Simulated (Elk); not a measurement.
## Collinear magnetic orders of MnS (Alabandite) with Elk

Aim: find out whether MnS (Alabandite) carries moments, and which collinear order costs least.

Calculated with Elk 11.2.3 (patched build); PBE with U = 4.00 eV on Mn d; all-electron APW+lo, Dirac cores, scalar-relativistic bands.

### Step 1. The structure

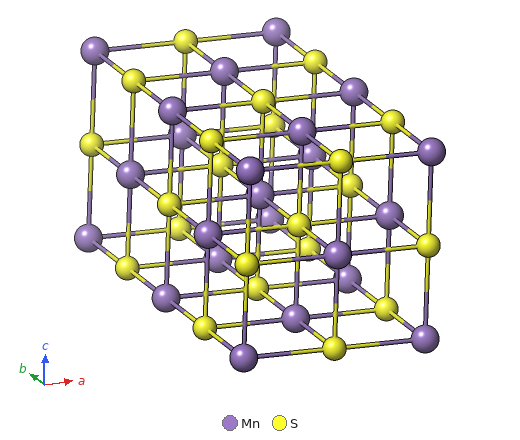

The starting structure, seen slightly off an axis (manganese light purple, sulfur yellow). 1×2×1 cells are drawn. This picture shows the conventional cell, with its axes. Some periodic images of atoms are drawn too.

### Step 2. Start 1: ferro +

The parallel start comes first: it fits the smallest cell, keeps the most symmetry and shows whether parallel moments form. A Hubbard term is added for the open shell, at a value in common use.

The last three numbers of an atom's line are a seed field in its sphere. It points against the wanted moment and shrinks by the factor reducebf each loop.

elk.in reads:

```
tasks
  0

xctype
  20

rgkmax
  7.0

nempty
  12

swidth
  0.001837

reducebf
  0.6

epsengy
  1e-05

maxscl
  100

lmaxi
  3

lmaxo
  10

lmaxapw
  10

spinpol
  .true.

sppath
  './'

avec
  0.00000000000 4.93558669230 4.93558669230
  4.93558669230 0.00000000000 4.93558669230
  4.93558669230 4.93558669230 0.00000000000

atoms
  2
  'Mn.in'
  1
  0.0000000000 0.0000000000 0.0000000000   0.000000 0.000000 -0.450000
  'S.in'
  1
  0.5000000000 0.5000000000 0.5000000000   0.000000 0.000000 0.000000

ngridk
  8 8 8

dft+u
  1 1
  1 2 0.146997 0.000000
```

Started as:

```sh
$ OMP_NUM_THREADS=4 elk
```

Numbers of over 12 decimals in the logs are rounded to 6 here.

Log:

```text
┌─────────────────────────┐
│ Elk code version 11.2.3 │
└─────────────────────────┘

All units are atomic (Hartree, Bohr, etc.)

┌─────────────────────────────────────────────────┐
│ Ground-state run starting from atomic densities │
└─────────────────────────────────────────────────┘

Lattice vectors :
   0.000000000       4.935586692       4.935586692
   4.935586692       0.000000000       4.935586692
   4.935586692       4.935586692       0.000000000

Reciprocal lattice vectors :
 -0.6365185842      0.6365185842      0.6365185842
  0.6365185842     -0.6365185842      0.6365185842
  0.6365185842      0.6365185842     -0.6365185842

Unit cell volume      :    240.4619416
Brillouin zone volume :    1.031557060

Muffin-tin inner radius fraction :   0.1000000000E-01

Nuclei treated as point charges

Species : 1 (Mn)
 parameters loaded from : Mn.in
 name : manganese
 nuclear charge    :   -25.00000000
 electronic charge :    25.00000000
 atomic mass :    100145.9370
 muffin-tin radius :    2.400000000
 number of radial points in muffin-tin :    993
 inner part over the whole radius :   0.9953723401E-02
 number on inner part of muffin-tin    :    700
 approximate nuclear radius :   0.7074591925E-04
 number of mesh points to nuclear radius :    330
 atomic positions (lattice), magnetic fields (Cartesian) :
  1 :   0.00000000  0.00000000  0.00000000    0.00000000  0.00000000 -0.45000000

Species : 2 (S)
 parameters loaded from : S.in
 name : sulphur
 nuclear charge    :   -16.00000000
 electronic charge :    16.00000000
 atomic mass :    58450.91931
 muffin-tin radius :    2.200000000
 number of radial points in muffin-tin :    793
 inner part over the whole radius :   0.9890556315E-02
 number on inner part of muffin-tin    :    554
 approximate nuclear radius :   0.6195814986E-04
 number of mesh points to nuclear radius :    251
 atomic positions (lattice), magnetic fields (Cartesian) :
  1 :   0.50000000  0.50000000  0.50000000    0.00000000  0.00000000  0.00000000

Total number of atoms per unit cell :    2
Total muffin-tin volume :    102.5080739
 ratio of muffin-tin to unit cell volume :   0.4262964577

Spin treatment :
 spin-polarised
 global magnetic field (Cartesian) :    0.000000000       0.000000000       0.000000000
 collinear magnetisation in z-direction

Number of Bravais lattice symmetries :   48
Number of crystal symmetries         :   48
Crystal has inversion symmetry
Real symmetric eigensolver will be used

k-point grid :      8     8     8
k-point offset :    0.000000000       0.000000000       0.000000000
k-point set is reduced with full crystal symmetry group
Total number of k-points :       29

Muffin-tin radius times maximum |G+k| :    7.000000000
 using average radius
Maximum |G+k| for APW functions       :    3.043478261
Maximum (1/2)|G+k|²                   :    4.631379962
Maximum |G| for potential and density :    12.00000000
Constant for pseudocharge density :    7
 order of it for each species :   14  14
 order of it for pair densities of each species (exact exchange by exxq0 0: 18) :   11   8
Radial integration step length :    1

G-vector grid sizes :     27    27    27
Number of G-vectors :     6975

Maximum angular momentum used for
 APW functions            :   10
 outer part of muffin-tin :   10
 inner part of muffin-tin :    3

Total nuclear charge    :   -41.00000000
Total core charge       :    20.00000000
Total valence charge    :    21.00000000
Total excess charge     :    0.000000000
Total electronic charge :    41.00000000

Effective Wigner radius, rₛ :    1.118728309

Number of empty states         :     24
Total number of valence states :     70
Total number of core states    :     20

Third-order local-orbitals added for an l without core states : T
Total number of local-orbitals :     28

Exchange-correlation functional :     20     0     0
 Perdew-Burke-Ernzerhof, Phys. Rev. Lett. 77, 3865 (1996)
 gradient requirement :    1
 generalised gradient approximation (GGA)

DFT+U calculation
 fully localised limit (FLL)
 see Phys. Rev. B 52, R5467 (1995)
 species : 1 (Mn), l = 2, U =   0.14699700, J =   0.00000000

Smearing type :    3
 Fermi-Dirac
Smearing width :   0.1837000000E-02
Effective electronic temperature (K) :    580.0787206

Mixing type :    3
 Broyden mixing, J. Phys. A: Math. Gen. 17, L317 (1984)

Kohn-Sham potential initialised from atomic data

┌──────────────────────────────┐
│ Self-consistent loop started │
└──────────────────────────────┘

┌─────────────────┐
│ Loop number : 1 │
└─────────────────┘

Energies :
 Fermi                       :     0.103362
 sum of occupied eigenvalues :     -903.08757892509
 electron kinetic            :      1574.4000058103
 core electron kinetic       :      1441.8750312602
 Coulomb                     :     -3054.6126274212
 Coulomb potential           :     -2370.4916272357
 nuclear-nuclear             :     -248.75714354596
 electron-nuclear            :     -3248.0144462808
 Hartree                     :      442.15896240560
 Madelung                    :     -1869.3668138033
 xc potential                :     -106.82123102300
 xc effective B-field        :    -0.252680
 external B-field            :      0.000000
 exchange                    :     -76.292563903869
 correlation                 :     -1.750318
 DFT+U                       :     0.288591
 electron entropic           :    -0.58422149002660E-03
 total energy                :     -1557.9674972846
 (external B-field energy excluded from total)

Density of states at Fermi energy :    51.91667556
 (states/Hartree/unit cell)

Estimated indirect band gap :   0.1074454284E-02
 from k-point 2 to k-point 13
Estimated direct band gap   :   0.4857681238E-02
 at k-point 12

Charges :
 core                        :    20.00000000
 valence                     :    21.00000000
 interstitial                :    2.945762219
 muffin-tins (core leakage)
  species : 1 (Mn)
   atom 1                    :    23.57594194     ( -0.2246775441E-06)
  species : 2 (S)
   atom 1                    :    14.47829584     (  0.6949615185E-04)
 total in muffin-tins        :    38.05423778
 total calculated charge     :    40.99993416
 total charge                :    41.00000000
 error                       :   0.6584206552E-04

Moments :
 interstitial                :   0.1928725787
 muffin-tins
  species : 1 (Mn)
   atom 1                    :    3.679181528
  species : 2 (S)
   atom 1                    :   0.9332575353E-01
 total in muffin-tins        :    3.772507281
 total moment                :    3.965379860

┌─────────────────┐
│ Loop number : 2 │
└─────────────────┘

Energies :
 Fermi                       :     0.112250
 sum of occupied eigenvalues :     -903.25935059251
 electron kinetic            :      1574.3607852733
 core electron kinetic       :      1441.0754066407
 Coulomb                     :     -3055.0368251346
 Coulomb potential           :     -2370.7836584425
 nuclear-nuclear             :     -248.75714354596
 electron-nuclear            :     -3248.5551025914
 Hartree                     :      442.27542100275
 Madelung                    :     -1869.6449959133
 xc potential                :     -106.50777153009
 xc effective B-field        :    -0.375905
 external B-field            :      0.000000
 exchange                    :     -76.404839305089
 correlation                 :     -1.741138
 DFT+U                       :     0.322641
 electron entropic           :    -0.20878354486416E-03
 total energy                :     -1558.4995849447
 (external B-field energy excluded from total)

Density of states at Fermi energy :    19.43207986
 (states/Hartree/unit cell)

Estimated indirect band gap :   0.2832237777E-02
 from k-point 17 to k-point 10
Estimated direct band gap   :   0.3886359465E-01
 at k-point 10

Charges :
 core                        :    20.00000000
 valence                     :    21.00000000
 interstitial                :    2.897311162
 muffin-tins (core leakage)
  species : 1 (Mn)
   atom 1                    :    23.44055933     ( -0.2246776241E-06)
  species : 2 (S)
   atom 1                    :    14.66212950     (  0.6949217100E-04)
 total in muffin-tins        :    38.10268884
 total calculated charge     :    40.99993462
 total charge                :    41.00000000
 error                       :   0.6538467247E-04

Moments :
 interstitial                :   0.2645540785
 muffin-tins
  species : 1 (Mn)
   atom 1                    :    4.448448948
  species : 2 (S)
   atom 1                    :   0.1647863597
 total in muffin-tins        :    4.613235308
 total moment                :    4.877789386

RMS change in Kohn-Sham potential (target) :    3.673148264     (  0.1000000000E-05)
Absolute change in total energy (target)   :   0.5320876600     (  0.1000000000E-04)

[... loops 3 to 19 left out ...]

┌──────────────────┐
│ Loop number : 20 │
└──────────────────┘

Energies :
 Fermi                       :     0.235756
 sum of occupied eigenvalues :     -897.92540482322
 electron kinetic            :      1573.9547319540
 core electron kinetic       :      1441.6803062158
 Coulomb                     :     -3054.0395736379
 Coulomb potential           :     -2370.6763979206
 nuclear-nuclear             :     -248.75714354596
 electron-nuclear            :     -3246.6430040820
 Hartree                     :      441.36057399006
 Madelung                    :     -1868.7013746776
 xc potential                :     -100.80136905151
 xc effective B-field        :    -0.402369
 external B-field            :      0.000000
 exchange                    :     -76.349174524050
 correlation                 :     -1.739750
 DFT+U                       :     0.329982
 electron entropic           :    -0.62796167010107E-06
 total energy                :     -1557.8437850455
 (external B-field energy excluded from total)

Density of states at Fermi energy :   0.2324819138E-01
 (states/Hartree/unit cell)

Estimated indirect band gap :   0.2354310179E-01
 from k-point 5 to k-point 21
Estimated direct band gap   :   0.9760021292E-01
 at k-point 11

Charges :
 core                        :    20.00000000
 valence                     :    21.00000000
 interstitial                :    2.940356078
 muffin-tins (core leakage)
  species : 1 (Mn)
   atom 1                    :    23.44077877     ( -0.2246776081E-06)
  species : 2 (S)
   atom 1                    :    14.61886515     (  0.7082641883E-04)
 total in muffin-tins        :    38.05964392
 total calculated charge     :    40.99993324
 total charge                :    41.00000000
 error                       :   0.6676251211E-04

Moments :
 interstitial                :   0.2821173183
 muffin-tins
  species : 1 (Mn)
   atom 1                    :    4.615392775
  species : 2 (S)
   atom 1                    :   0.1024465211
 total in muffin-tins        :    4.717839297
 total moment                :    4.999956615

RMS change in Kohn-Sham potential (target) :   0.1301715783E-06 (  0.1000000000E-05)
Absolute change in total energy (target)   :   0.1548787395E-05 (  0.1000000000E-04)

Convergence targets achieved

┌──────────────────┐
│ Loop number : 21 │
└──────────────────┘

Energies :
 Fermi                       :     0.235756
 sum of occupied eigenvalues :     -897.92540563590
 electron kinetic            :      1573.9547324742
 core electron kinetic       :      1441.6803071088
 Coulomb                     :     -3054.0395739820
 Coulomb potential           :     -2370.6763987387
 nuclear-nuclear             :     -248.75714354596
 electron-nuclear            :     -3246.6430041032
 Hartree                     :      441.36057366718
 Madelung                    :     -1868.7013746126
 xc potential                :     -100.80136963635
 xc effective B-field        :    -0.402369
 external B-field            :      0.000000
 exchange                    :     -76.349174588337
 correlation                 :     -1.739750
 DFT+U                       :     0.329982
 electron entropic           :    -0.62796758206906E-06
 total energy                :     -1557.8437849108
 (external B-field energy excluded from total)

Density of states at Fermi energy :   0.2324843228E-01
 (states/Hartree/unit cell)

Estimated indirect band gap :   0.2354306872E-01
 from k-point 5 to k-point 21
Estimated direct band gap   :   0.9760029513E-01
 at k-point 11

Charges :
 core                        :    20.00000000
 valence                     :    21.00000000
 interstitial                :    2.940356129
 muffin-tins (core leakage)
  species : 1 (Mn)
   atom 1                    :    23.44077860     ( -0.2246776045E-06)
  species : 2 (S)
   atom 1                    :    14.61886528     (  0.7082641928E-04)
 total in muffin-tins        :    38.05964387
 total calculated charge     :    40.99993324
 total charge                :    41.00000000
 error                       :   0.6676251346E-04

Moments :
 interstitial                :   0.2821166962
 muffin-tins
  species : 1 (Mn)
   atom 1                    :    4.615393268
  species : 2 (S)
   atom 1                    :   0.1024466505
 total in muffin-tins        :    4.717839918
 total moment                :    4.999956614

┌──────────────────────────────┐
│ Self-consistent loop stopped │
└──────────────────────────────┘

Wrote STATE.OUT
```

Run time: 90 s. Hardware: 4 threads of Arm Neoverse V1, shared host; peak memory 0.27 GiB.

Spin moment in the muffin-tin sphere by atom:

```csv
atom,spin moment in the muffin-tin sphere (μB)
Mn1,4.62
S2,0.10
```

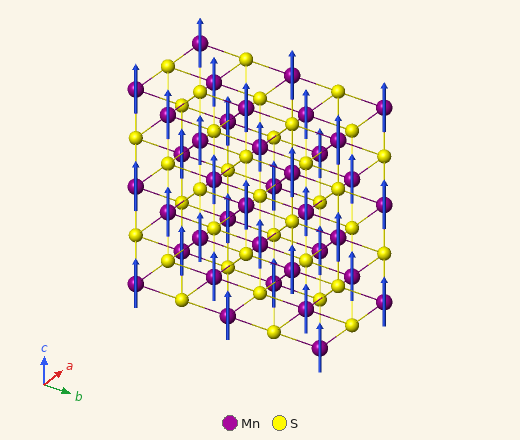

Spin moment in the muffin-tin sphere as arrows, the longest 4.62 μB. Up and down stand for the sign. Arrows give size and sign along the axis of quantisation, drawn up and down the page. 1×2×2 conventional cells are drawn. Some periodic images of atoms are drawn too.

Read from the output:

```yaml
density_of_states_at_the_fermi_level: 8.54e-4 states/eV/cell
moment_between_the_spheres: 0.2821 μB
magnetization: 5.000 μB
final_state: ferromagnetic
```

After 21 cycles the largest moment stands at 4.62 μB.

(Part 1 of 2 ends here.)

[Logs and program files are shortened in this print: banners, set-up blocks, solver, clock and traceback lines can be left out without a mark of their own.]

[Logs are printed without paths, hosts, clocks, repeated set-up lines and the standing remarks that a program may print on its own settings, such as how far it seeks lower states.]

[Hosts, paths, dates, database ids (printed as entryN), source tags and the programs' standing remarks are cut or masked in the printed files.]

[Where a cell is said to come from a database of computed structures, the database is the Materials Project.]
